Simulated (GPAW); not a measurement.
# CO/Mo(110) in an electric field, part 2 of 2

Aim: the dipole that a field along the normal induces in CO/Mo(110).

GPAW 26.7.0; GPAW, PAW setups; slab in vacuum, relaxation (the session's first sound run).

So far, upper work function (eV): step 2 (relaxation) 7.23; step 3 (plane waves, PBE) 7.23.

## (5) Field on

run.py

```python
import json
import numpy as np
from ase import Atoms
from gpaw import GPAW, PW
from gpaw.external import ConstantElectricField

slab = Atoms(
    ['Mo', 'Mo', 'Mo', 'Mo', 'C', 'O'],
    positions=[
        [0.00000, 0.00000, 7.00000],
        [2.22739, -0.00000, 9.22739],
        [0.00000, 0.00000, 11.48326],
        [2.22739, -0.00000, 13.73471],
        [-0.00000, -0.00000, 15.31536],
        [-0.00000, -0.00000, 16.49343]],
    cell=[[2.22739, -1.575, 0.0], [2.22739, 1.575, 0.0], [0.0, 0.0, 23.51828]],
    pbc=[True, True, False])

slab.calc = GPAW(mode=PW(500), xc='PBE', kpts={'size': (12, 12, 1), 'gamma': True},
                 occupations={'name': 'fermi-dirac', 'width': 0.1}, nbands='160%',
                 convergence={'density': 1e-05}, maxiter=200,
                 poissonsolver={'dipolelayer': 'xy'},
                 external=ConstantElectricField(-0.1, [0, 0, 1]),
                 symmetry={'tolerance': 1e-3}, txt='slab.txt')
result = {}
energy = slab.get_potential_energy()
fermi = slab.calc.get_fermi_level()
v = slab.calc.get_electrostatic_potential().mean((0, 1)) - fermi
n = slab.calc.get_pseudo_density().mean((0, 1))
L = slab.cell[2, 2]
z = np.arange(len(v)) * L / len(v)
low, high = slab.positions[:, 2].min(), slab.positions[:, 2].max()
below, above = np.interp([low - 4.8, high + 4.8], z, v)
slopes = [np.interp(x, z, np.gradient(v, z)) for x in (low - 4.8, high + 4.8)]
eps = np.array([[slab.calc.get_eigenvalues(k, s) for k in range(len(slab.calc.get_ibz_k_points()))]
                for s in range(slab.calc.get_number_of_spins())]) - fermi
top, bottom = eps[eps < 0].max(), eps[eps > 0].min()
dipole = slab.get_dipole_moment()[2]
print(f'energy {energy:.4f} eV, Fermi level {fermi:.4f} eV, dipole {dipole:.5f} e A')
print(f'potential 4.8 A off the faces, from the Fermi level: lower {below:.4f} eV, upper {above:.4f} eV')
print(f'slope of the potential there: lower {slopes[0]:.5f}, upper {slopes[1]:.5f} eV/A')
print(f'nearest levels on the mesh: {top:.4f} and {bottom:.4f} eV')
print('magnetic moment', round(slab.get_magnetic_moment(), 3))
result.update(energy=energy, fermi=fermi, dipole=dipole, below=below, above=above, slopes=slopes, edges=[top, bottom],
              z=z.tolist(), v=v.tolist(), n=n.tolist(), positions=slab.positions.tolist(),
              forces=slab.get_forces(apply_constraint=False).tolist(), moments=slab.get_magnetic_moments().tolist())
json.dump(result, open('result.json', 'w'))
```

Launch:

```console
$ OMP_NUM_THREADS=1 OPENBLAS_NUM_THREADS=1 python run.py
```

The log of the run:

```text
energy -58.3149 eV, Fermi level 2.6415 eV, dipole -0.14717 e A
potential 4.8 A off the faces, from the Fermi level: lower 3.9431 eV, upper 7.7366 eV
slope of the potential there: lower -0.00086, upper 0.00086 eV/A
nearest levels on the mesh: -0.0510 and 0.0053 eV
magnetic moment 0.0
```

Run time: 6.1 min. Hardware: 1 thread of Intel Xeon Platinum 8488C (Sapphire Rapids), shared host; peak memory 0.61 GiB.

Numbers from this step:

* dipole along the normal: -0.1472 e·Å
* levels nearest the Fermi level on the mesh: -0.05099, 0.005328 eV from the Fermi level
* potential below the slab, the applied field's own ramp left out: 3.943 eV from the Fermi level
* potential above the slab, the applied field's own ramp left out: 7.737 eV from the Fermi level

The electrostatic potential energy of an electron (without an applied field's), less the Fermi level, planar mean oscillates, so the rows of the table below give means over windows of 1 Å about each position, cut where the curve ends. Its maxima inside the range that stand out by 2 % of the span (Å: eV): 8.1: -2.46, 10.3: -2.07, 12.6: -1.80, 14.8: -4.03, 16.0: -0.518, 23.0: 7.74. Its minima: 7.0: -28.5, 9.2: -28.9, 11.5: -28.6, 13.7: -28.5, 15.3: -12.3, 16.5: -8.87.

The electrostatic potential energy of an electron (without an applied field's), less the Fermi level, planar mean by z; means over each step:

| z (Å) | electrostatic potential energy of an electron (without an applied field's), less the Fermi level, planar mean (eV) |
| --- | --- |
| 0 | 4.66 |
| 1 | 3.94 |
| 2 | 3.94 |
| 3 | 3.94 |
| 4 | 3.88 |
| 5 | 3.26 |
| 6 | -3.15 |
| 7 | -22.8 |
| 8 | -5.46 |
| 9 | -21.2 |
| 10 | -8.35 |
| 11 | -15.3 |
| 12 | -14.3 |
| 13 | -8.84 |
| 14 | -20.3 |
| 15 | -7.66 |
| 16 | -4.04 |
| 17 | 1.83 |
| 18 | 7.62 |
| 19 | 7.73 |
| 20 | 7.74 |
| 21 | 7.74 |
| 22 | 7.74 |
| 23 | 7.52 |

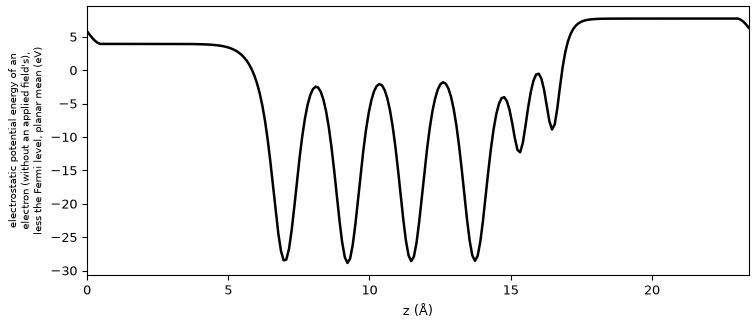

Electrostatic potential energy of an electron (without an applied field's), less the Fermi level, planar mean, plotted against z.

Force by atom:

| atom | x (eV/Å) | y (eV/Å) | z (eV/Å) | size |
| --- | --- | --- | --- | --- |
| Mo1 | 0.000 | 0.000 | 0.568 | 0.568 |
| Mo2 | 0.000 | 0.000 | -0.444 | 0.444 |
| Mo3 | 0.000 | 0.000 | -0.019 | 0.019 |
| Mo4 | 0.000 | 0.000 | -0.004 | 0.004 |
| C5 | 0.000 | 0.000 | -0.046 | 0.046 |
| O6 | 0.000 | 0.000 | 0.012 | 0.012 |

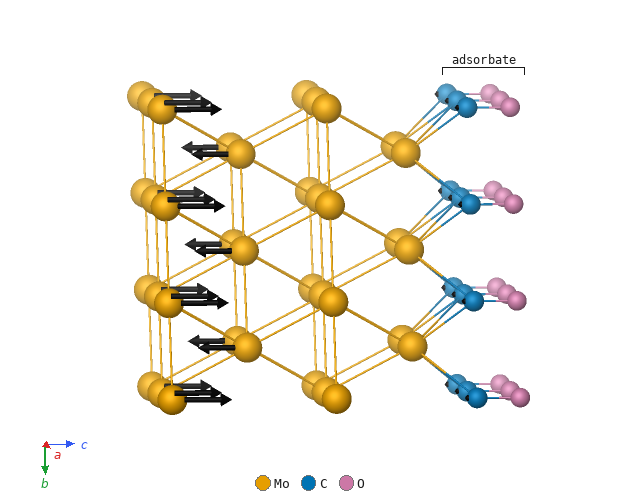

Force as arrows, the longest 0.568 eV/Å. 2×3×1 cells are drawn. Some periodic images of atoms are drawn too.

The dipole is now -0.147 e Å, against -0.10 in the run without a field.

## (6) In a field

run.py: that of step 5 with these lines changed.

```diff
@@ -22,3 +22,3 @@
                  poissonsolver={'dipolelayer': 'xy'},
-                 external=ConstantElectricField(-0.1, [0, 0, 1]),
+                 external=ConstantElectricField(-0.05, [0, 0, 1]),
                  symmetry={'tolerance': 1e-3}, txt='slab.txt')
```

The log of the run:

```text
energy -58.3080 eV, Fermi level 2.6206 eV, dipole -0.12415 e A
potential 4.8 A off the faces, from the Fermi level: lower 4.2816 eV, upper 7.4814 eV
slope of the potential there: lower -0.00098, upper 0.00087 eV/A
nearest levels on the mesh: -0.0504 and 0.0060 eV
magnetic moment 0.0
```

Wall time 5.7 min (1 thread); peak memory 0.6 GiB.

The electrostatic potential energy of an electron (without an applied field's), less the Fermi level, planar mean oscillates, so the rows of the table below give means over windows of 2 Å about each position, cut where the curve ends. Its maxima inside the range that stand out by 2 % of the span (Å: eV): 8.1: -2.28, 10.3: -1.99, 12.6: -1.85, 14.8: -4.18, 16.0: -0.726, 23.0: 7.48. Its minima: 7.0: -28.2, 9.2: -28.7, 11.5: -28.6, 13.7: -28.6, 15.3: -12.5, 16.5: -9.10.

The electrostatic potential energy of an electron (without an applied field's), less the Fermi level, planar mean by z; means over each step:

| z (Å) | electrostatic potential energy of an electron (without an applied field's), less the Fermi level, planar mean (eV) |
| --- | --- |
| 0 | 4.58 |
| 2 | 4.28 |
| 4 | 4.17 |
| 6 | -6.27 |
| 8 | -12.1 |
| 10 | -12.6 |
| 12 | -13.7 |
| 14 | -15.2 |
| 16 | -5.42 |
| 18 | 7.01 |
| 20 | 7.48 |
| 22 | 7.48 |

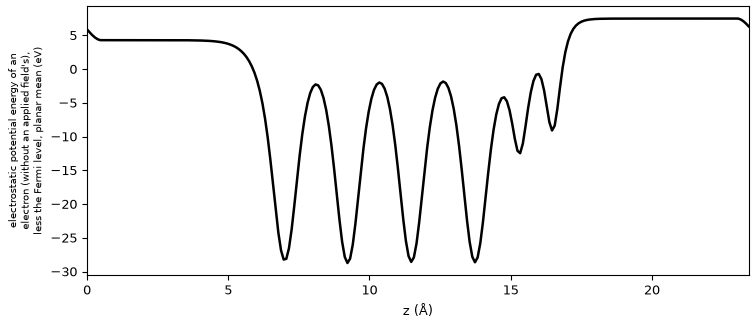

Electrostatic potential energy of an electron (without an applied field's), less the Fermi level, planar mean against z.

## (7) In a field

run.py: that of step 6 with these lines changed.

```diff
@@ -22,3 +22,3 @@
                  poissonsolver={'dipolelayer': 'xy'},
-                 external=ConstantElectricField(-0.05, [0, 0, 1]),
+                 external=ConstantElectricField(0.05, [0, 0, 1]),
                  symmetry={'tolerance': 1e-3}, txt='slab.txt')
```

The log of the run:

```text
energy -58.2978 eV, Fermi level 2.5783 eV, dipole -0.07807 e A
potential 4.8 A off the faces, from the Fermi level: lower 4.9602 eV, upper 6.9717 eV
slope of the potential there: lower -0.00127, upper 0.00087 eV/A
nearest levels on the mesh: -0.0492 and 0.0074 eV
magnetic moment 0.0
```

Wall time 5.8 min (1 thread); peak memory 0.6 GiB.

## (8) In a field

run.py: that of step 7 with these lines changed.

```diff
@@ -22,3 +22,3 @@
                  poissonsolver={'dipolelayer': 'xy'},
-                 external=ConstantElectricField(0.05, [0, 0, 1]),
+                 external=ConstantElectricField(0.1, [0, 0, 1]),
                  symmetry={'tolerance': 1e-3}, txt='slab.txt')
```

The log of the run:

```text
energy -58.2945 eV, Fermi level 2.5570 eV, dipole -0.05497 e A
potential 4.8 A off the faces, from the Fermi level: lower 5.3008 eV, upper 6.7166 eV
slope of the potential there: lower -0.00144, upper 0.00087 eV/A
nearest levels on the mesh: -0.0487 and 0.0077 eV
magnetic moment 0.0
```

Elapsed: 5.9 min, on 1 thread; peak memory 0.6 GiB.

The dipole is now -0.0550 e Å, against -0.10 in the run without a field.

## (9) In a field

run.py: that of step 8 with these lines changed.

```diff
@@ -22,3 +22,3 @@
                  poissonsolver={'dipolelayer': 'xy'},
-                 external=ConstantElectricField(0.1, [0, 0, 1]),
+                 external=ConstantElectricField(0.2, [0, 0, 1]),
                  symmetry={'tolerance': 1e-3}, txt='slab.txt')
```

The log of the run:

```text
energy -58.2912 eV, Fermi level 2.5138 eV, dipole -0.00870 e A
potential 4.8 A off the faces, from the Fermi level: lower 5.9842 eV, upper 6.2069 eV
slope of the potential there: lower -0.00184, upper 0.00087 eV/A
nearest levels on the mesh: -0.0476 and 0.0082 eV
magnetic moment 0.0
```

Elapsed: 5.9 min, on 1 thread; peak memory 0.61 GiB.

The electrostatic potential energy of an electron (without an applied field's), less the Fermi level, planar mean oscillates, so the rows of the table below give means over windows of 2.21 Å about each position, cut where the curve ends. Its maxima inside the range that stand out by 2 % of the span (Å: eV): 8.1: -1.36, 10.3: -1.64, 12.6: -2.06, 14.8: -4.94, 16.0: -1.76. Its minima: 7.0: -27.0, 9.2: -28.1, 11.5: -28.5, 13.7: -29.1, 15.3: -13.4, 16.5: -10.2.

Electrostatic potential energy of an electron (without an applied field's), less the Fermi level, planar mean against z; means over each step:

| z (Å) | electrostatic potential energy of an electron (without an applied field's), less the Fermi level, planar mean (eV) |
| --- | --- |
| 1.10 | 5.99 |
| 3.31 | 5.95 |
| 5.53 | 1.04 |
| 7.73 | -12.5 |
| 9.95 | -12.9 |
| 12.16 | -13.4 |
| 14.37 | -15.4 |
| 16.57 | -1.89 |
| 18.79 | 6.18 |
| 21.00 | 6.21 |
| 23.21 | 6.20 |

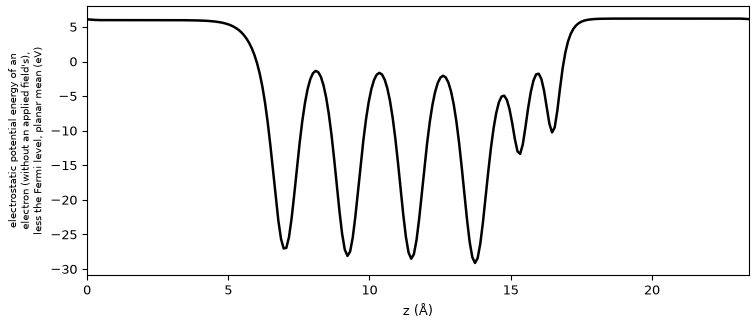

Electrostatic potential energy of an electron (without an applied field's), less the Fermi level, planar mean, plotted against z.

The dipole is now -0.00870 e Å, against -0.10 in the run without a field.

## (10) In a field

run.py: that of step 9 with these lines changed.

```diff
@@ -22,3 +22,3 @@
                  poissonsolver={'dipolelayer': 'xy'},
-                 external=ConstantElectricField(0.2, [0, 0, 1]),
+                 external=ConstantElectricField(0.3, [0, 0, 1]),
                  symmetry={'tolerance': 1e-3}, txt='slab.txt')
```

The log of the run:

```text
energy -58.2926 eV, Fermi level 2.4698 eV, dipole 0.03760 e A
potential 4.8 A off the faces, from the Fermi level: lower 6.6697 eV, upper 5.6986 eV
slope of the potential there: lower -0.00234, upper 0.00088 eV/A
nearest levels on the mesh: -0.0463 and 0.0091 eV
magnetic moment 0.0
```

The job ended after 6.3 min (1 thread; peak memory 0.6 GiB).

The electrostatic potential energy of an electron (without an applied field's), less the Fermi level, planar mean oscillates, so the rows of the table below give means over windows of 2.21 Å about each position, cut where the curve ends. Its maxima inside the range that stand out by 2 % of the span (Å: eV): 8.1: -0.993, 10.3: -1.5, 12.6: -2.14, 14.8: -5.24, 16.0: -2.18. Its minima: 7.0: -26.5, 9.2: -27.8, 11.5: -28.5, 13.7: -29.3, 15.3: -13.7, 16.5: -10.7.

The electrostatic potential energy of an electron (without an applied field's), less the Fermi level, planar mean by z; means over each step:

| z (Å) | electrostatic potential energy of an electron (without an applied field's), less the Fermi level, planar mean (eV) |
| --- | --- |
| 1.10 | 6.63 |
| 3.31 | 6.64 |
| 5.53 | 1.65 |
| 7.73 | -12.1 |
| 9.95 | -12.8 |
| 12.16 | -13.4 |
| 14.37 | -15.7 |
| 16.57 | -2.34 |
| 18.79 | 5.67 |
| 21.00 | 5.70 |
| 23.21 | 5.74 |

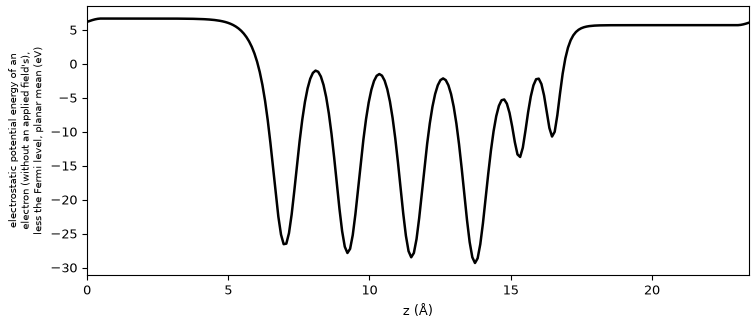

Electrostatic potential energy of an electron (without an applied field's), less the Fermi level, planar mean, plotted against z.

The dipole is now 0.0376 e Å, against -0.10 in the run without a field.

## (11) The series

The members are put on one axis.

This step: induced dipole against applied field (GPAW 26.7.0).

Table of dipole along the normal by field:

```
field (V/Å)  dipole along the normal (e·Å)
     -0.200                         -0.193
     -0.100                         -0.147
     -0.050                         -0.124
      0.000                         -0.101
      0.050                        -0.0781
      0.100                        -0.0550
      0.200                       -0.00870
      0.300                         0.0376
```

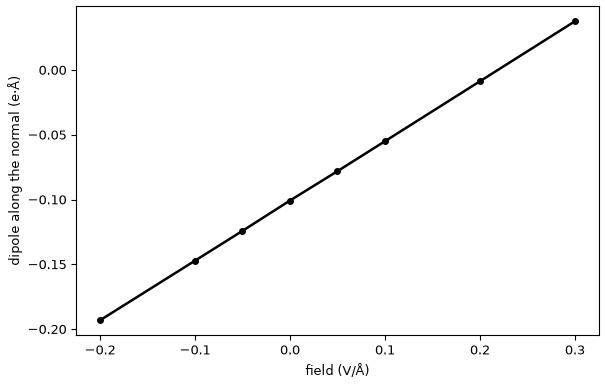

Dipole along the normal against field.

## (12) Summary of results

* work function, upper and lower face: 7.226 and 4.621 eV
* dipole along the normal: -0.101 e Å
* induced dipole per field: 0.462 e Å per V/Å
* out-of-plane polarisability per area, α/(ε0 A): 11.9 Å

The field induces 0.462 e Å per V/Å, a polarisable thickness α/(ε0 A) of 11.9 Å beside 9.49 Å between the outermost nuclei. A perfect conductor would give the distance between its two image planes; a dielectric of thickness t gives t(1 - 1/ε). The two faces differ by 2.6 eV, the step that the slab's dipole makes (e p/(ε0 A) gives 2.6 eV), so the dipole layer is needed. The induced dipole is linear in the field over this range. The cell of 7.02 Å² holds one CO, started on one chosen site; other sites and coverages weren't tried. The in-plane lattice was kept as typed, which isn't the functional's own and leaves some strain; spin-orbit coupling and temperature are left out.

[Logs are printed without paths, hosts, clocks, repeated set-up lines and the standing remarks that a program may print on its own settings, such as how far it seeks lower states.]

[Hosts, paths, dates, database ids (printed as entryN), source tags and the programs' standing remarks are cut or masked in the printed files.]
